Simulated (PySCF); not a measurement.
# ReF₄: relaxation and vibrations of the quartet

Where does quartet ReF₄ go from a see-saw start, is the end point a minimum, and what are its modes, charges and moments?

The runs use PySCF 2.14.0; PBE0, basis Re def2-TZVP with ECP60, F def2-TZVP, scalar-relativistic core potentials, no spin–orbit coupling, density fitting.

## 1. Where the work starts

5 atoms, charge 0, spin multiplicity 4.

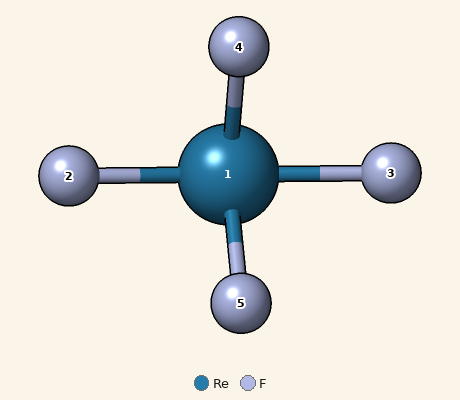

As it starts; rhenium blue, fluorine light blue; atoms are numbered from 1 in the order of the file.

Coordinates in bohr (charge 0 multiplicity 4):
```
Re    0.0000    0.0000    0.0000
F     0.0000    3.6710    0.3213
F     0.0000   -3.6710    0.3213
F     2.9038    0.0000    2.2686
F    -2.9038    0.0000    2.2686
```

## 2. Finding the electronic state

The steps below are one call of a driver around PySCF. For each, scf.py gives the equivalent set-up of the SCF; relaxations use the driver's own optimiser. After this first run the driver tries any further starts and a stability analysis.

Contents of scf.py:

```python
from pyscf import gto, scf, dft
mol = gto.M(atom='''
Re     0.000000     0.000000     0.000000
F      0.000000     1.942600     0.170000
F     -0.000000    -1.942600     0.170000
F      1.536600     0.000000     1.200500
F     -1.536600     0.000000     1.200500''',
    basis={'Re': 'def2-TZVP', 'F': 'def2-TZVP'},
    ecp={'Re': 'def2-TZVP'},
    charge=0, spin=3)
mf = dft.UKS(mol, xc='PBE0')
mf.grids.atom_grid = (50, 194)
aux = {'Re': 'def2-universal-JKFIT', 'F': 'def2-universal-JKFIT'}
mf = mf.density_fit(auxbasis=aux)
mf.conv_tol = 1e-08
mf.diis_space = 10
mf.max_cycle = 60
mf.init_guess = 'minao'
mf.verbose = 4
mf.kernel()
```

On the command line:

```console
OMP_NUM_THREADS=8 python axn.py task.json out
```

After this run come: Relaxing the quartet from the see-saw start; Hessian and properties; Downhill along the imaginary mode; Is it a minimum? Harmonic modes.

Q: Predict the outcome of this session. Wanted: minimum; geometry; wavenumbers; dipole moment; highest occupied, lowest empty level; polar-tensor charge of Re1; zero-point energy; atomisation energy; ⟨S²⟩.

The runs gave:

```
                                          quantity                                                                      value
                                           minimum                                                               quartet, D4h
                                          geometry                   Re–F 1.853 Å (×4); F–Re–F 90.0° (×4), F–Re–F 180.0° (×2)
                                wavenumbers (cm⁻¹)  125 (b2u), 192 (eu), 202 (a2u), 304 (b2g), 662 (b1g), 698 (eu), 733 (a1g)
                                     dipole moment                                                                     0.00 D
highest occupied, lowest empty level (either spin)                                                            -8.62, -4.76 eV
                        polar-tensor charge of Re1                                                                    +2.76 e
                                 zero-point energy                                                                22.8 kJ/mol
                               entropy at 298.15 K                                                            335.8 J/(mol K)
         atomisation energy (no zero-point energy)                                                                1810 kJ/mol
                                              ⟨S²⟩                                                                      3.758
```

**Reading.** The see-saw start (C2v) ends in a minimum of D4h symmetry, after a stop at a second-order saddle point 67.9 kJ/mol higher, from which it was pushed off along an imaginary mode. In the infrared the band at 698 cm⁻¹ (eu, stretch) leads. The dipole vanishes although Re1 carries +2.8 e by the polar tensor: the bond dipoles cancel. Most of the spin sits on Re1 (Mulliken spin 2.83, against 3 for the whole molecule). Other starts or spin states, not run here, may lie lower. One determinant may miss the lowest occupation of an open d or f shell. Spin–orbit coupling, left out here, can matter for elements this heavy.
